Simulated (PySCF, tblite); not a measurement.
# C10H9N3: excited states

Wanted: excited states for C10H9N3 (`Cc1cnc(-c2ccncc2)nc1`).

Programs: tblite 0.8.0 and PySCF 2.14.0, with routines of our own; each step states its level. All values are computed. Atoms count from 0.

## 1. The starting structure

22 atoms, charge 0, multiplicity 1; geometry from: force field or distance geometry start.

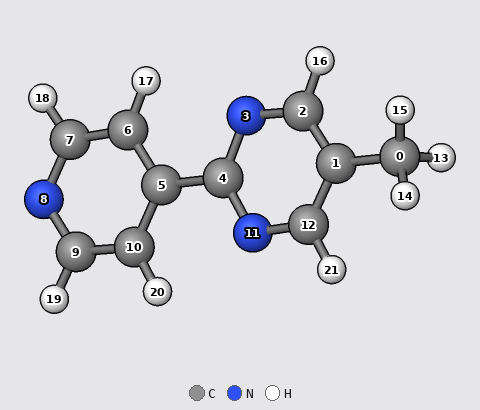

The starting geometry (carbon grey, nitrogen blue, hydrogen white).

## 2. Relaxing the molecule with GFN2-xTB

What the job is given:

```
{"job": {"kind": "relax", "xc": "GFN2-xTB", "basis": "xTB"}, "charge": 0, "multiplicity": 1}
C      4.136800     0.146400    -0.129700
C      2.636400     0.118600    -0.069800
C      1.853900     0.972000    -0.779100
N      0.496900     0.953600    -0.774500
C     -0.077300    -0.001900     0.011400
C     -1.554100    -0.057500     0.042500
C     -2.339000     0.844300    -0.691500
C     -3.715000     0.754400    -0.613600
N     -4.370700    -0.168800     0.125400
C     -3.616700    -1.027400     0.831200
C     -2.229300    -1.013100     0.817500
N      0.607000    -0.903200     0.737600
C      1.949700    -0.821700     0.690900
H      4.487800    -0.491500    -0.944900
H      4.568200    -0.188400     0.812900
H      4.485100     1.170400    -0.288400
H      2.275500     1.747000    -1.416800
H     -1.887900     1.602200    -1.309600
H     -4.354900     1.436500    -1.170100
H     -4.154000    -1.753700     1.424200
H     -1.684900    -1.732900     1.417500
H      2.476200    -1.566000     1.275900
```

On the command line:

```console
$ OMP_NUM_THREADS=1 python excited_run.py task.json out
```

The driver reads the jobs from task.json and runs them one after another.

Log:

```text
step      E/eV     max force
  0    -945.60377    2.793
  1    -945.72390    1.081
  2    -945.74949    0.273
  3    -945.75678    0.175
  4    -945.76661    0.296
  5    -945.77054    0.154
  6    -945.77344    0.135
  7    -945.77621    0.129
  8    -945.77935    0.154
  9    -945.78186    0.114
 10    -945.78336    0.064
 11    -945.78409    0.046
 12    -945.78452    0.047
 13    -945.78487    0.041
 14    -945.78515    0.033
 15    -945.78533    0.030
 16    -945.78542    0.017
 17    -945.78547    0.015
 18    -945.78550    0.014
 19    -945.78553    0.009
```

Wall time 0.24 s (1 thread of Intel Xeon at 2.60GHz, shared host).

Along the way:

```
step  energy from step 0 (eV)  largest force (eV/Å)
   0                   0.0000                2.7928
   1                  -0.1201                1.0809
   2                  -0.1457                0.2729
   3                  -0.1530                0.1749
   4                  -0.1628                0.2961
   5                  -0.1668                0.1544
   6                  -0.1697                0.1349
   7                  -0.1724                0.1295
   8                  -0.1756                0.1545
   9                  -0.1781                0.1137
  10                  -0.1796                0.0642
  11                  -0.1803                0.0460
  12                  -0.1807                0.0470
  13                  -0.1811                0.0409
  14                  -0.1814                0.0331
  15                  -0.1816                0.0298
  16                  -0.1816                0.0169
  17                  -0.1817                0.0152
  18                  -0.1817                0.0136
  19                  -0.1818                0.0095
```

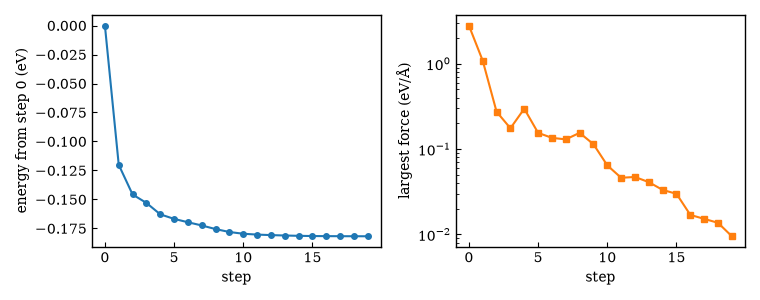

Energy and largest force along the relaxation.

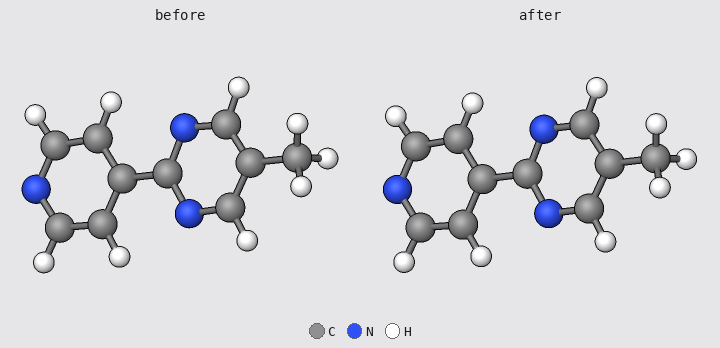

The geometry before (left) and after (right).

Distances of close pairs at the start and the end, largest changes first:

| bond | before (Å) | after (Å) | change (Å) |
| --- | --- | --- | --- |
| C2–N3 | 1.357 | 1.318 | -0.039 |
| C1–C2 | 1.358 | 1.393 | +0.036 |
| N3–C4 | 1.364 | 1.331 | -0.033 |
| C7–N8 | 1.352 | 1.323 | -0.029 |
| N11–C12 | 1.346 | 1.318 | -0.028 |
| N8–C9 | 1.343 | 1.323 | -0.020 |
| C4–N11 | 1.345 | 1.331 | -0.014 |
| C4–C5 | 1.478 | 1.466 | -0.012 |

The final coordinates are the input of the step that follows.

## 3. Vibrational analysis with GFN2-xTB

What the job is given:

```
{"job": {"kind": "ir", "xc": "GFN2-xTB", "basis": "xTB"}, "charge": 0, "multiplicity": 1}
C      4.101510     0.152614    -0.121888
C      2.611293     0.103570    -0.070405
C      1.803854     0.982515    -0.789411
N      0.487352     0.935455    -0.756909
C     -0.076371    -0.000797     0.002929
C     -1.540728    -0.056276     0.045058
C     -2.311919     0.843219    -0.689152
C     -3.690520     0.743136    -0.608957
N     -4.316506    -0.161458     0.125870
C     -3.582460    -1.014062     0.821773
C     -2.197924    -1.009770     0.820948
N      0.598731    -0.889148     0.728711
C      1.914668    -0.833826     0.689730
H      4.466004    -0.481600    -0.931029
H      4.531241    -0.209024     0.809859
H      4.447443     1.167417    -0.306731
H      2.232804     1.757989    -1.413860
H     -1.829777     1.590800    -1.297706
H     -4.331900     1.418612    -1.160239
H     -4.137461    -1.735801     1.407216
H     -1.625783    -1.716815     1.399181
H      2.436041    -1.567364     1.294163
```

Log:

```text
mode    cm-1     km/mol
  1      36.4      0.52
  2      38.3      0.14
  3      57.9      0.38
  4     116.1      0.32
  5     151.7      2.90
  6     295.4      0.03
  7     303.5      0.21
  8     311.7      5.41
  9     328.0      0.00
 10     364.1      0.02
 11     412.6      0.56
 12     431.8      4.61
 13     535.1      2.72
 14     559.5     11.32
 15     625.0      0.44
 16     636.5      8.45
 17     698.3      6.11
 18     729.0     10.81
 19     743.8     34.20
 20     805.7      1.96
 21     858.3      0.32
 22     863.7      1.09
 23     888.9      0.00
 24     917.6      0.80
 25     925.3      0.00
 26     929.2      0.03
 27     998.6      5.74
 28    1007.7      9.32
 29    1028.5     13.04
 30    1038.6      1.29
 31    1085.6     13.32
 32    1100.8      0.46
 33    1111.8      0.02
 34    1199.2      0.13
 35    1213.7      0.20
 36    1251.4     27.06
 37    1253.1     10.64
 38    1260.0      0.02
 39    1283.9      3.46
 40    1319.3      0.32
 41    1369.3      0.33
 42    1395.0     12.57
 43    1402.0      1.05
 44    1422.9    112.54
 45    1468.3     58.95
 46    1474.2      0.03
 47    1474.7      5.69
 48    1532.9    106.95
 49    1561.7      2.49
 50    1568.3      7.28
 51    1583.8     76.38
 52    2997.1     18.18
 53    3030.6     24.46
 54    3034.5      3.37
 55    3036.3     44.60
 56    3036.5     47.61
 57    3056.1     32.36
 58    3056.8     37.47
 59    3111.8      0.51
 60    3113.0     17.35
```

It took 1.4 s on 1 thread of Intel Xeon at 2.60GHz, shared host.

The strongest bands and the atoms that carry them (share of the mass-weighted mode):

```csv
cm⁻¹,km/mol,atoms
744,34.2,"C4 29 %, N3 12 %, N11 12 %"
1423,112.5,"C1 23 %, N11 16 %, N3 16 %, C4 14 %"
1468,59.0,"C5 25 %, C9 11 %, C7 11 %, C4 11 %"
1533,107.0,"C1 25 %, C4 21 %"
1584,76.4,"C2 12 %, C12 12 %, C6 12 %, C10 12 %"
3036,44.6,"H15 55 %, H16 27 %"
3036,47.6,"H14 63 %, H21 20 %"
3057,37.5,H18 89 %
```

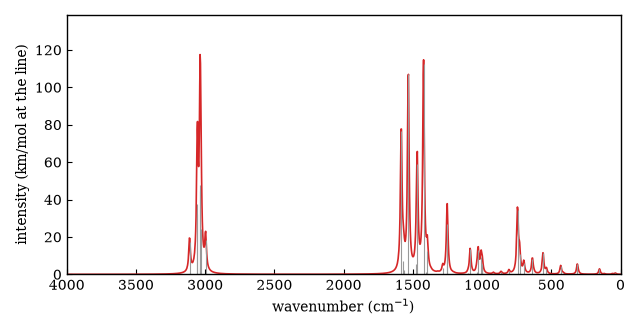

The infrared spectrum from these modes, unscaled. Lines are broadened to a width of 14 cm⁻¹ (Lorentzian).

## 4. Excited states: TDA CAM-B3LYP/def2-SVP

Settings changed since step 3:

```diff
@@ -1,2 +1,2 @@
-{"job": {"kind": "ir", "xc": "GFN2-xTB", "basis": "xTB"}, "charge": 0, "multiplicity": 1}
+{"job": {"kind": "states", "xc": "CAM-B3LYP", "basis": "def2-SVP", "tda": true, "soc": true, "nstates": 6, "ntriplets": 4, "nquad": 4}, "charge": 0, "multiplicity": 1}
 C      4.101510     0.152614    -0.121888
```

With the program's defaults for keys left out, this is: TDA CAM-B3LYP/def2-SVP excited states, vertical, gas phase, spin-orbit mean-field couplings.

Log:

```text
coarse grid: 19632 points
cycle   1  E = -549.8724876518  dE =  2.954e+00  |g| = 5.146e-01  |ddm| = 5.685e+00
cycle   2  E = -549.8846612596  dE = -1.217e-02  |g| = 5.382e-01  |ddm| = 1.367e+00
cycle   3  E = -549.9428039405  dE = -5.814e-02  |g| = 6.679e-02  |ddm| = 5.976e-01
cycle   4  E = -549.9435846798  dE = -7.807e-04  |g| = 4.205e-02  |ddm| = 1.068e-01
cycle   5  E = -549.9440184685  dE = -4.338e-04  |g| = 9.286e-03  |ddm| = 5.378e-02
cycle   6  E = -549.9440385196  dE = -2.005e-05  |g| = 3.618e-03  |ddm| = 1.469e-02
cycle   7  E = -549.9440417738  dE = -3.254e-06  |g| = 1.306e-03  |ddm| = 4.776e-03
final grid: 193408 points
cycle   8  E = -550.0439671572  dE = -4.935e-05  |g| = 3.810e-03  |ddm| = 3.284e-02
cycle   9  E = -550.0439677519  dE = -5.947e-07  |g| = 3.684e-03  |ddm| = 8.185e-03
cycle  10  E = -550.0439709202  dE = -3.168e-06  |g| = 8.325e-04  |ddm| = 4.235e-03
cycle  11  E = -550.0439710895  dE = -1.693e-07  |g| = 2.202e-04  |ddm| = 1.211e-03
cycle  12  E = -550.0439711020  dE = -1.258e-08  |g| = 7.881e-05  |ddm| = 3.348e-04
cycle  13  E = -550.0439711035  dE = -1.475e-09  |g| = 9.588e-06  |ddm| = 8.650e-05
cycle  14  E = -550.0439711036  dE = -4.229e-11  |g| = 6.134e-06  |ddm| = 2.438e-05
converged SCF energy = -550.0439711036

Singlet excitations
state   eV       nm        f     d(h-e)  d(exc)  Lambda  PR(NTO)  |dmu|/D   mu/D   main configurations
  1   4.4691   277.4   0.00002   0.505   3.029   0.401   1.006    2.116    7.219   H-3->L 0.94
  2   4.5518   272.4   0.00596   0.647   2.552   0.528   1.038    1.822    3.281   H-3->L+1 0.96
  3   4.6253   268.1   0.00475   2.004   3.451   0.382   1.023    6.170    1.068   H-1->L 0.83, H-1->L+3 0.14
  4   5.2122   237.9   0.05183   1.051   3.366   0.526   1.678    3.626    1.478   H-2->L 0.69, H->L+2 0.12, H->L+1 0.09
  5   5.4109   229.1   0.00004   1.333   2.759   0.329   1.006                     H-1->L+2 0.85, H-1->L+1 0.14
  6   5.4545   227.3   0.77226   0.012   3.554   0.823   1.136                     H->L 0.93

Triplet excitations (Tamm-Dancoff)
state   eV     d(h-e)  d(exc)  Lambda  PR(NTO)   main configurations
  1   3.6196   0.069   3.062   0.835   1.420   H->L 0.83
  2   3.9239   1.416   2.983   0.412   1.517   H-1->L 0.58, H-3->L+1 0.20, H-1->L+3 0.17
  3   3.9518   0.829   2.616   0.494   1.652   H-3->L+1 0.72, H-1->L 0.16
  4   4.1210   0.513   2.914   0.406   1.102   H-3->L 0.88
S1 - T1 = 0.8495 eV

Spin-orbit couplings |<S|Hso|T>| (cm-1)
             T1       T2       T3       T4
S0        0.072   14.002   26.280   23.685
S1        7.178    0.556    2.648    0.021
S2        1.777    0.023    0.011    1.764
S3        6.499    0.060    0.048    1.651
S4        0.024    1.544    0.952    0.251
S5        0.260    0.416    0.252    0.066
S6        0.017    6.350    1.699    7.692
T1 sublevels (cm-1): 0.000 0.007 0.014   radiative rates (1/s): 2.06e-05 0.021 0.316
```

Run time: 75 s. Hardware: 1 thread of Intel Xeon at 2.60GHz, shared host; peak memory 1.1 GiB.

Key values:

| quantity | value |
| --- | --- |
| S1 less T1 | 0.85 eV |

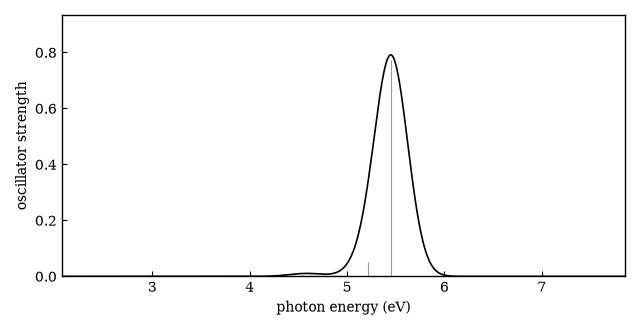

Absorption lines of the singlets. Lines are broadened to a width of 0.40 eV (Gaussian).

## 5. What came out

| quantity | value |
| --- | --- |
| strongest single infrared mode (GFN2-xTB) | 1423 cm⁻¹, 113 km/mol |
| zero-point energy (GFN2-xTB) | 105.0 kcal/mol |
| S1 less T1 (step 4, TDA CAM-B3LYP/def2-SVP) | 0.85 eV |

In words: No mode is imaginary among the 60: a minimum at this level. The strongest single mode, at 1423 cm⁻¹, has its largest shares on C1, N11, N3 and C4 (the list is cut at 4 atoms). Unscaled tight-binding wavenumbers are off by several per cent, some by more. Its intensities can rank the bands wrongly. In step 4, the number of triplets below S1 is at least 4, and the largest singlet-triplet spin-orbit coupling is S0–T3, 26.28 cm⁻¹.
